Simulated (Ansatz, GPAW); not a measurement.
# A 10-layer slab of Ir(110): converging a work function, part 2 of 3

Wanted: a convergence study on the slab a 10-layer slab of Ir(110).

GPAW 26.7.0 and Ansatz 0.2.0; Ansatz plane waves; slab in vacuum with a dipole correction, relaxation (the session's first sound run).

So far: Starting point; Relaxation.

**2. Relaxation (continued)**

The valence density, planar mean oscillates, so the rows of the table below give means over windows of 1.32 Å about each position, cut where the curve ends. Its maxima inside the range that stand out by 2 % of the span (Å: e/Å³): 8.1: 1.41, 9.4: 1.47, 10.7: 1.47, 12.1: 1.47, 13.4: 1.46, 14.8: 1.47, 16.2: 1.48, 17.5: 1.45, 19.0: 1.48, 20.1: 1.45. Its minima: 8.7: 0.889, 10.0: 0.888, 11.5: 0.901, 12.8: 0.886, 14.1: 0.816, 15.4: 0.929, 16.9: 0.871, 18.2: 0.758, 19.5: 1.16.

Table of valence density, planar mean by z; means over each step:

```
z (Å)  valence density, planar mean (e/Å³)
 3.30                               1.2e-5
 4.62                               3.8e-4
 5.94                               0.0126
 7.26                                0.532
 8.58                                 1.18
 9.90                                 1.19
11.22                                 1.19
12.54                                 1.20
13.86                                 1.16
15.18                                 1.21
16.50                                 1.19
17.82                                 1.14
19.14                                 1.29
20.46                                 1.00
21.78                               0.0489
23.10                              0.00128
24.42                               3.9e-5
```

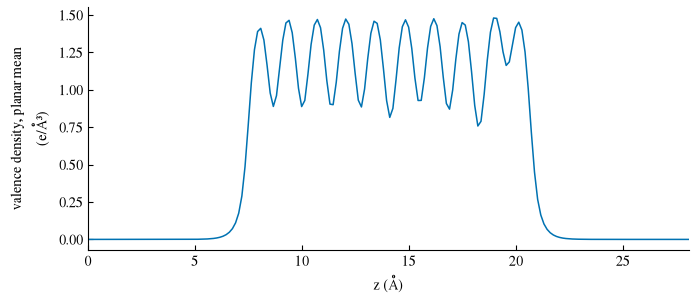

Valence density, planar mean, plotted against z.

The relaxation lowered the energy of the cell by 0.108 eV.

**3. Plane waves, PBE**

The work function is the vacuum plateau of the electrostatic potential less the Fermi level; a dipole layer lets the two faces have plateaus of their own.

This step: GPAW, PAW setups; slab in vacuum (GPAW 26.7.0).

The input, run.py:

```python
import json
import numpy as np
from ase import Atoms
from gpaw import GPAW, PW

slab = Atoms(
    ['Ir', 'Ir', 'Ir', 'Ir', 'Ir', 'Ir', 'Ir', 'Ir', 'Ir', 'Ir'],
    positions=[
        [1.92000, 1.35765, 8.00000],
        [0.00000, 0.00000, 9.35765],
        [1.92000, 1.35765, 10.71529],
        [0.00000, 0.00000, 12.07294],
        [1.92000, 1.35765, 13.43058],
        [0.00000, 0.00000, 14.83487],
        [1.92000, 1.35765, 16.17503],
        [0.00000, 0.00000, 17.54361],
        [1.92000, 1.35765, 18.99956],
        [0.00000, -0.00000, 20.19279]],
    cell=[[3.84, 0.0, 0.0], [0.0, 2.71529, 0.0], [0.0, 0.0, 28.21881]],
    pbc=[True, True, False])

slab.calc = GPAW(mode=PW(400), xc='PBE', kpts={'size': (8, 12, 1), 'gamma': True},
                 occupations={'name': 'fermi-dirac', 'width': 0.1}, nbands='160%',
                 convergence={'density': 1e-05}, maxiter=200,
                 poissonsolver={'dipolelayer': 'xy'},
                 symmetry={'tolerance': 1e-3}, txt='slab.txt')
result = {}
energy = slab.get_potential_energy()
fermi = slab.calc.get_fermi_level()
v = slab.calc.get_electrostatic_potential().mean((0, 1)) - fermi
n = slab.calc.get_pseudo_density().mean((0, 1))
L = slab.cell[2, 2]
z = np.arange(len(v)) * L / len(v)
low, high = slab.positions[:, 2].min(), slab.positions[:, 2].max()
below, above = np.interp([low - 5.8, high + 5.8], z, v)
slopes = [np.interp(x, z, np.gradient(v, z)) for x in (low - 5.8, high + 5.8)]
eps = np.array([[slab.calc.get_eigenvalues(k, s) for k in range(len(slab.calc.get_ibz_k_points()))]
                for s in range(slab.calc.get_number_of_spins())]) - fermi
top, bottom = eps[eps < 0].max(), eps[eps > 0].min()
dipole = slab.get_dipole_moment()[2]
print(f'energy {energy:.4f} eV, Fermi level {fermi:.4f} eV, dipole {dipole:.5f} e A')
print(f'potential 5.8 A off the faces, from the Fermi level: lower {below:.4f} eV, upper {above:.4f} eV')
print(f'slope of the potential there: lower {slopes[0]:.5f}, upper {slopes[1]:.5f} eV/A')
print(f'nearest levels on the mesh: {top:.4f} and {bottom:.4f} eV')
print('magnetic moment', round(slab.get_magnetic_moment(), 3))
result.update(energy=energy, fermi=fermi, dipole=dipole, below=below, above=above, slopes=slopes, edges=[top, bottom],
              z=z.tolist(), v=v.tolist(), n=n.tolist(), positions=slab.positions.tolist(),
              forces=slab.get_forces(apply_constraint=False).tolist(), moments=slab.get_magnetic_moments().tolist())
json.dump(result, open('result.json', 'w'))
```

Command:

```console
$ OMP_NUM_THREADS=1 OPENBLAS_NUM_THREADS=1 python run.py
```

Numbers of over 12 decimals in the logs are rounded to 6 here.

The program printed:

```text
energy -89.6491 eV, Fermi level 4.5352 eV, dipole 0.00594 e A
potential 5.8 A off the faces, from the Fermi level: lower 5.0497 eV, upper 4.9476 eV
slope of the potential there: lower -0.00013, upper 0.00014 eV/A
nearest levels on the mesh: -0.0041 and 0.0035 eV
magnetic moment 0.0
```

It took 44 min on 1 thread of Arm Neoverse N1, shared host; peak memory 0.62 GiB.

Numbers from this step:

* dipole along the normal: 0.005940 e·Å
* levels nearest the Fermi level on the mesh: -0.004108, 0.003518 eV from the Fermi level
* upper work function: 4.948 eV
* lower work function: 5.050 eV

The electrostatic potential energy of an electron (without an applied field's), less the Fermi level, planar mean oscillates, so the rows of the table below give means over windows of 1.36 Å about each position, cut where the curve ends. Its maxima inside the range that stand out by 2 % of the span (Å: eV): 8.7: -10.2, 10.0: -10.8, 11.4: -10.8, 12.8: -10.8, 14.1: -9.94, 15.5: -11.2, 16.8: -10.6, 18.3: -8.93, 19.6: -14.0. Its minima: 8.0: -17.7, 9.4: -18.9, 10.8: -18.9, 12.1: -18.9, 13.4: -18.8, 14.8: -19.0, 16.2: -19.0, 17.6: -18.7, 19.0: -19.4, 20.2: -18.5.

Electrostatic potential energy of an electron (without an applied field's), less the Fermi level, planar mean against z; means over each step:

| z (Å) | electrostatic potential energy of an electron (without an applied field's), less the Fermi level, planar mean (eV) |
| --- | --- |
| 0.68 | 5.04 |
| 2.04 | 5.05 |
| 3.40 | 5.05 |
| 4.76 | 5.03 |
| 6.12 | 4.53 |
| 7.48 | -7.32 |
| 8.84 | -14.4 |
| 10.20 | -14.9 |
| 11.56 | -14.9 |
| 12.92 | -14.8 |
| 14.28 | -14.2 |
| 15.64 | -15.1 |
| 17.00 | -14.6 |
| 18.36 | -13.5 |
| 19.72 | -16.5 |
| 21.08 | -1.89 |
| 22.44 | 4.76 |
| 23.80 | 4.94 |
| 25.16 | 4.95 |
| 26.52 | 4.95 |
| 27.88 | 4.95 |

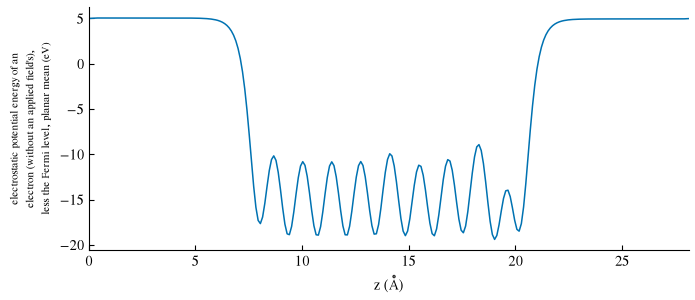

Electrostatic potential energy of an electron (without an applied field's), less the Fermi level, planar mean, plotted against z.

The pseudo valence density, planar mean oscillates, so the rows of the table below give means over windows of 2 Å about each position, cut where the curve ends. Its maxima inside the range that stand out by 2 % of the span (Å: e/Å³): 7.9: 1.43, 9.4: 1.49, 10.7: 1.49, 12.1: 1.50, 13.4: 1.49, 14.8: 1.51, 16.1: 1.48, 17.6: 1.50, 19.0: 1.52, 20.1: 1.42. Its minima: 8.8: 0.718, 10.0: 0.685, 11.5: 0.714, 12.8: 0.684, 14.2: 0.662, 15.5: 0.704, 16.9: 0.687, 18.2: 0.625, 19.6: 0.865.

Pseudo valence density, planar mean against z; means over each step:

| z (Å) | pseudo valence density, planar mean (e/Å³) |
| --- | --- |
| 4 | 1.3e-4 |
| 6 | 0.0272 |
| 8 | 0.825 |
| 10 | 1.13 |
| 12 | 0.990 |
| 14 | 1.10 |
| 16 | 1.01 |
| 18 | 1.03 |
| 20 | 1.02 |
| 22 | 0.0469 |
| 24 | 2.0e-4 |
| 26 | 0 |

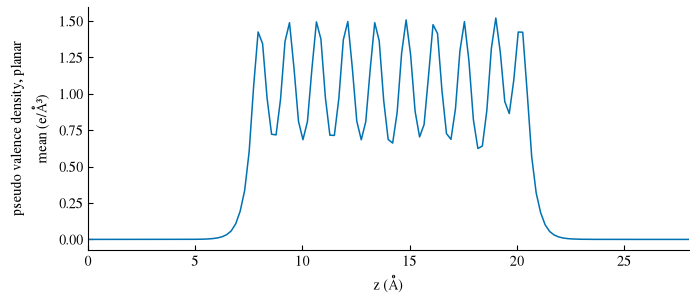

Pseudo valence density, planar mean, plotted against z.

Force by atom:

```
atom  x (eV/Å)  y (eV/Å)  z (eV/Å)  size
 Ir1      0.00      0.00      1.16  1.16
 Ir2      0.00      0.00     -1.19  1.19
 Ir3      0.00      0.00     -0.28  0.28
 Ir4      0.00      0.00      0.39  0.39
 Ir5      0.00      0.00     -0.02  0.02
 Ir6      0.00      0.00     -0.01  0.01
 Ir7      0.00      0.00      0.00  0.00
 Ir8      0.00      0.00      0.00  0.00
 Ir9      0.00      0.00     -0.03  0.03
Ir10      0.00      0.00     -0.04  0.04
```

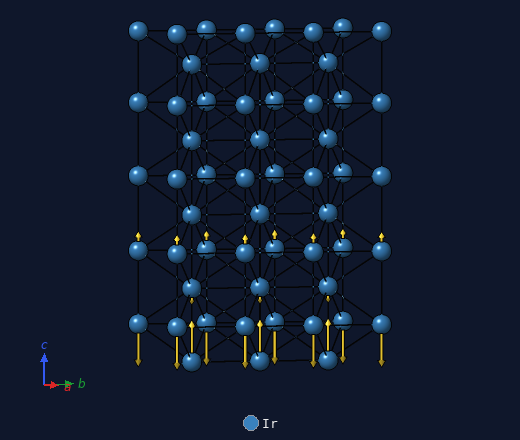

Force as arrows, the longest 1.19 eV/Å. 1×3×1 cells are drawn. Some periodic images of atoms are drawn too.

The potential is flat to 1.4e-4 eV/Å where it is read, so the vacuum is wide enough. The geometry is the other program's minimum; here the largest force on a free atom is 0.037 eV/Å.

**4. Cutoff 200**

The cutoff limits how sharply the smooth valence waves can vary, which tells mostly near the atoms.

run.py, as its differences from that of step 3:

```diff
@@ -21,3 +21,3 @@
 
-slab.calc = GPAW(mode=PW(400), xc='PBE', kpts={'size': (8, 12, 1), 'gamma': True},
+slab.calc = GPAW(mode=PW(200), xc='PBE', kpts={'size': (8, 12, 1), 'gamma': True},
                  occupations={'name': 'fermi-dirac', 'width': 0.1}, nbands='160%',
```

The program printed:

```text
energy -83.4868 eV, Fermi level 4.5855 eV, dipole 0.00542 e A
potential 5.8 A off the faces, from the Fermi level: lower 5.0815 eV, upper 4.9714 eV
slope of the potential there: lower -0.00114, upper -0.00090 eV/A
nearest levels on the mesh: -0.0054 and 0.0015 eV
magnetic moment 0.0
```

Elapsed: 14 min, on 1 thread; peak memory 0.31 GiB.

The run finished. A setting was moved off its sound value on purpose, so it serves as a test and not as the result.

The fault put into the input: a cutoff under that of the base run: the energy of the cell lies 6.2 eV from the base value (ecut = 200).

Side by side:

| quantity | this run | sound run | difference |
| --- | --- | --- | --- |
| dipole along the normal (e·Å) | 0.0054185 | 0.0059400 | -5.2e-4 |
| upper work function (eV) | 4.9714 | 4.9476 | 0.0238 |
| lower work function (eV) | 5.0815 | 5.0497 | 0.0318 |

One result that differs is the lower work function, 5.08 eV against 5.05 eV.

**5. Cutoff 300**

The cutoff limits how sharply the smooth valence waves can vary, which tells mostly near the atoms.

run.py, as its differences from that of step 4:

```diff
@@ -21,3 +21,3 @@
 
-slab.calc = GPAW(mode=PW(200), xc='PBE', kpts={'size': (8, 12, 1), 'gamma': True},
+slab.calc = GPAW(mode=PW(300), xc='PBE', kpts={'size': (8, 12, 1), 'gamma': True},
                  occupations={'name': 'fermi-dirac', 'width': 0.1}, nbands='160%',
```

The program printed:

```text
energy -87.9216 eV, Fermi level 4.5439 eV, dipole 0.00599 e A
potential 5.8 A off the faces, from the Fermi level: lower 5.0577 eV, upper 4.9538 eV
slope of the potential there: lower -0.00045, upper 0.00037 eV/A
nearest levels on the mesh: -0.0044 and 0.0041 eV
magnetic moment 0.0
```

Elapsed: 25 min, on 1 thread; peak memory 0.45 GiB.

The run finished. A setting was moved off its sound value on purpose, so it serves as a test and not as the result.

The fault put into the input: a cutoff under that of the base run: the energy of the cell lies 1.7 eV from the base value (ecut = 300).

The two runs compared:

```csv
quantity,this run,sound run,difference
dipole along the normal (e·Å),0.0059938,0.0059400,5.4e-5
upper work function (eV),4.9538,4.9476,0.00612
lower work function (eV),5.0577,5.0497,0.00794
```

**6. Cutoff 700: ecut = 700**

The cutoff limits how sharply the smooth valence waves can vary, which tells mostly near the atoms.

run.py, as its differences from that of step 5:

```diff
@@ -21,3 +21,3 @@
 
-slab.calc = GPAW(mode=PW(300), xc='PBE', kpts={'size': (8, 12, 1), 'gamma': True},
+slab.calc = GPAW(mode=PW(700), xc='PBE', kpts={'size': (8, 12, 1), 'gamma': True},
                  occupations={'name': 'fermi-dirac', 'width': 0.1}, nbands='160%',
```

The program printed:

```text
energy -90.0921 eV, Fermi level 4.5344 eV, dipole 0.00595 e A
potential 5.8 A off the faces, from the Fermi level: lower 5.0501 eV, upper 4.9482 eV
slope of the potential there: lower -0.00004, upper 0.00007 eV/A
nearest levels on the mesh: -0.0038 and 0.0036 eV
magnetic moment 0.0
```

Elapsed: 1.8 h, on 1 thread; peak memory 1.3 GiB.

This step gave:

```
dipole along the normal                    : 0.005948 e·Å
levels nearest the Fermi level on the mesh : -0.003839, 0.003609 eV from the Fermi level
```

The electrostatic potential energy of an electron (without an applied field's), less the Fermi level, planar mean oscillates, so the rows of the table below give means over windows of 1.37 Å about each position, cut where the curve ends. Its maxima inside the range that stand out by 2 % of the span (Å: eV): 8.6: -10.3, 10.1: -10.9, 11.4: -10.9, 12.7: -10.8, 14.1: -9.94, 15.6: -11.3, 16.9: -10.5, 18.2: -9.00, 19.6: -13.9. Its minima: 8.1: -17.6, 9.4: -19.0, 10.7: -19.0, 12.0: -18.9, 13.5: -18.9, 14.8: -19.0, 16.2: -19.0, 17.5: -18.6, 19.0: -19.4, 20.2: -18.5.

Electrostatic potential energy of an electron (without an applied field's), less the Fermi level, planar mean against z; means over each step:

```
z (Å)  electrostatic potential energy of an electron (without an applied field's), less the Fermi level, planar mean (eV)
 0.69                                                                                                                5.04
 2.06                                                                                                                5.05
 3.43                                                                                                                5.05
 4.79                                                                                                                5.03
 6.17                                                                                                                4.46
 7.54                                                                                                               -8.09
 8.91                                                                                                               -14.4
10.28                                                                                                               -14.8
11.65                                                                                                               -14.9
13.02                                                                                                               -14.8
14.39                                                                                                               -14.3
15.76                                                                                                               -15.1
17.12                                                                                                               -14.6
18.50                                                                                                               -13.8
19.86                                                                                                               -15.9
21.23                                                                                                              0.0516
22.61                                                                                                                4.82
23.98                                                                                                                4.94
25.35                                                                                                                4.95
26.71                                                                                                                4.95
28.09                                                                                                                4.96
```

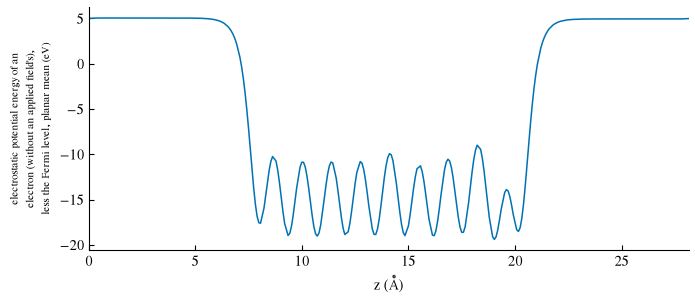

Electrostatic potential energy of an electron (without an applied field's), less the Fermi level, planar mean against z.

The pseudo valence density, planar mean oscillates, so the rows of the table below give means over windows of 2.5 Å about each position, cut where the curve ends. Its maxima inside the range that stand out by 2 % of the span (Å: e/Å³): 8.1: 1.44, 9.4: 1.50, 10.6: 1.48, 12.1: 1.51, 13.4: 1.49, 14.8: 1.51, 16.1: 1.50, 17.6: 1.49, 19.0: 1.52, 20.2: 1.49. Its minima: 8.7: 0.693, 10.0: 0.689, 11.4: 0.693, 12.7: 0.685, 14.2: 0.654, 15.5: 0.702, 16.9: 0.688, 18.2: 0.614, 19.7: 0.877.

The pseudo valence density, planar mean by z; means over each step:

```
z (Å)  pseudo valence density, planar mean (e/Å³)
  2.5                                      3.7e-6
  5.0                                     0.00269
  7.5                                       0.595
 10.0                                        1.09
 12.5                                        1.07
 15.0                                        1.03
 17.5                                       0.978
 20.0                                       0.975
 22.5                                      0.0180
 25.0                                      2.2e-5
```

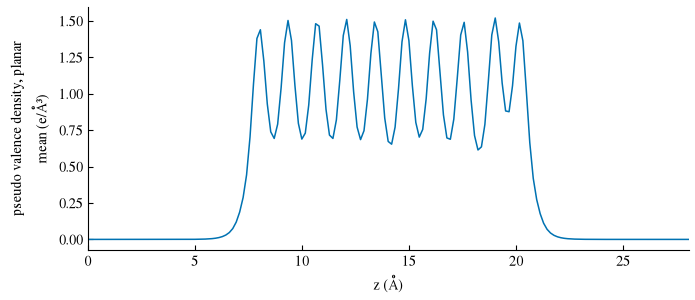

Pseudo valence density, planar mean against z.

Force by atom:

```csv
atom,x (eV/Å),y (eV/Å),z (eV/Å),size
Ir1,0.00,0.00,1.17,1.17
Ir2,0.00,0.00,-1.19,1.19
Ir3,0.00,0.00,-0.28,0.28
Ir4,0.00,0.00,0.39,0.39
Ir5,0.00,0.00,-0.02,0.02
Ir6,0.00,0.00,0.00,0.00
Ir7,0.00,0.00,0.00,0.00
Ir8,0.00,0.00,0.00,0.00
Ir9,0.00,0.00,-0.02,0.02
Ir10,0.00,0.00,-0.05,0.05
```

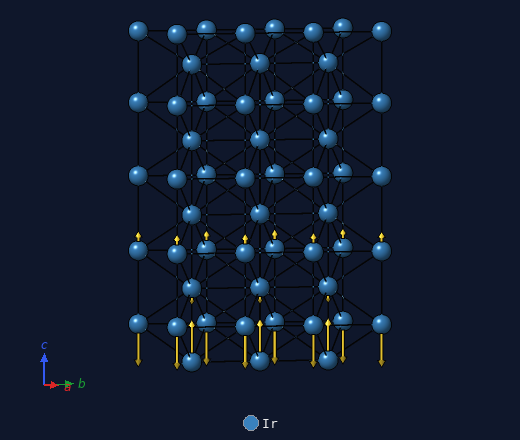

Force as arrows, the longest 1.19 eV/Å. 1×3×1 cells are drawn. Some periodic images of atoms are drawn too.

The upper face's work function is 4.948 eV, against 4.948 eV in the first plane-wave PBE run at this geometry.

**7. K mesh 3×4**

The mesh in the plane samples the bands: a metal's Fermi level needs it dense, and band edges must lie on it.

run.py, as its differences from that of step 6:

```diff
@@ -21,3 +21,3 @@
 
-slab.calc = GPAW(mode=PW(700), xc='PBE', kpts={'size': (8, 12, 1), 'gamma': True},
+slab.calc = GPAW(mode=PW(400), xc='PBE', kpts={'size': (3, 4, 1), 'gamma': True},
                  occupations={'name': 'fermi-dirac', 'width': 0.1}, nbands='160%',
```

The program printed:

```text
energy -90.6578 eV, Fermi level 4.4922 eV, dipole 0.00699 e A
potential 5.8 A off the faces, from the Fermi level: lower 5.0630 eV, upper 4.9428 eV
slope of the potential there: lower -0.00018, upper 0.00014 eV/A
nearest levels on the mesh: -0.0940 and 0.0144 eV
magnetic moment 0.0
```

The job ended after 9 min (1 thread; peak memory 0.3 GiB).

The run finished with changed settings (kpts = [3, 4]); it serves as a test.

Side by side:

```
                     quantity   this run  sound run  difference
dipole along the normal (e·Å)  0.0069866  0.0059400     0.00105
     upper work function (eV)     4.9428     4.9476    -0.00483
     lower work function (eV)     5.0630     5.0497      0.0133
```

**8. K mesh 5×7**

The mesh in the plane samples the bands: a metal's Fermi level needs it dense, and band edges must lie on it.

run.py, as its differences from that of step 7:

```diff
@@ -21,3 +21,3 @@
 
-slab.calc = GPAW(mode=PW(400), xc='PBE', kpts={'size': (3, 4, 1), 'gamma': True},
+slab.calc = GPAW(mode=PW(400), xc='PBE', kpts={'size': (5, 7, 1), 'gamma': True},
                  occupations={'name': 'fermi-dirac', 'width': 0.1}, nbands='160%',
```

The program printed:

```text
energy -89.7408 eV, Fermi level 4.5403 eV, dipole 0.00589 e A
potential 5.8 A off the faces, from the Fermi level: lower 5.0416 eV, upper 4.9405 eV
slope of the potential there: lower -0.00019, upper 0.00014 eV/A
nearest levels on the mesh: -0.0166 and 0.0026 eV
magnetic moment 0.0
```

The job ended after 19 min (1 thread; peak memory 0.36 GiB).

The run finished with changed settings (kpts = [5, 7]); it serves as a test.

The two runs compared:

| quantity | this run | sound run | difference |
| --- | --- | --- | --- |
| dipole along the normal (e·Å) | 0.0058897 | 0.0059400 | -5.0e-5 |
| upper work function (eV) | 4.9405 | 4.9476 | -0.00719 |
| lower work function (eV) | 5.0416 | 5.0497 | -0.00811 |

(Part 2 of 3 ends here.)

[Logs are printed without paths, hosts, clocks, repeated set-up lines and the standing remarks that a program may print on its own settings, such as how far it seeks lower states.]

[Hosts, paths, dates, database ids (printed as entryN), source tags and the programs' standing remarks are cut or masked in the printed files.]
